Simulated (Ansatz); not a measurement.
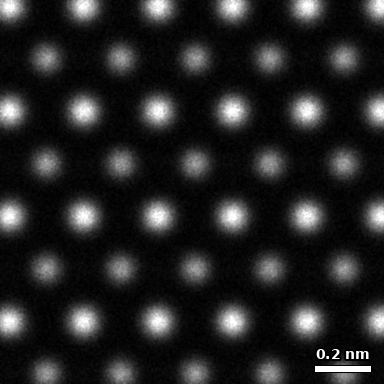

Dark-field STEM-like image of Ni3AgC (Pm-3m, No. 221). The image is simulated as a sum over atoms of Z^1.7, blurred by a 0.81 Å probe (no channelling). The probe carries 25 % of its weight in a tail 2.5 times as wide. Shot noise was added. Structure: the end point of a relaxation with DFT PBE, scalar-relativistic, plane waves, PAW (Ansatz 0.2.0); the starting structure was generated, so it need not be a known form of this composition.

```
Ag C Ni
1.0
     3.83560    0.00000    0.00000
     0.00000    3.83560    0.00000
     0.00000    0.00000    3.83560
Ag C Ni
1 1 3
Direct
  0.00000 0.00000 0.00000
  0.50000 0.50000 0.50000
  0.50000 0.50000 0.00000
  0.50000 0.00000 0.50000
  0.00000 0.50000 0.50000
```

Which beam direction gives this image, [210], [110] or [111]? (Directions equivalent by symmetry count as one.)

Answer. [110]. The projected cells are 1.72 × 3.84 Å, 90° for [210]; 2.71 × 3.84 Å, 90° for [110]; 3.13 × 3.13 Å, 120° for [111], and the image repeats as the [110] one does.
